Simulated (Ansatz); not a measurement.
Hypothetical zinc blende TlBr: pressure series

Consider TlBr in the zinc blende structure (space group F-43m, No. 216; a = 7.3122 Å; a hypothetical phase, not in the database extracts checked).

Cell and atoms are relaxed at each pressure.

Level of theory: Ansatz (a program for electronic structure), PBEsol, PAW, cutoff 420 eV, no SOC.

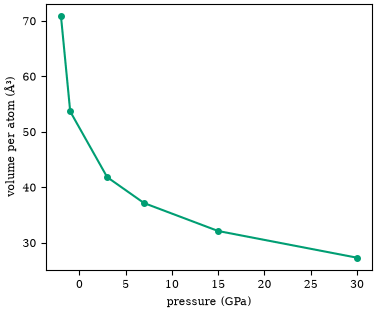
Fig. 1. Volume against pressure

Task: Estimate the zero-pressure bulk modulus from the plot.

Result: About 13 GPa; a third-order Birch–Murnaghan fit to the points gives V₀ = 49.23 Å³/atom, B₀ = 13 GPa and B₀′ = 4.5.

Load acts through the strain it causes; cell and atoms are relaxed under it. Stability against distortions was not tested. Competing high-pressure phases were not computed.
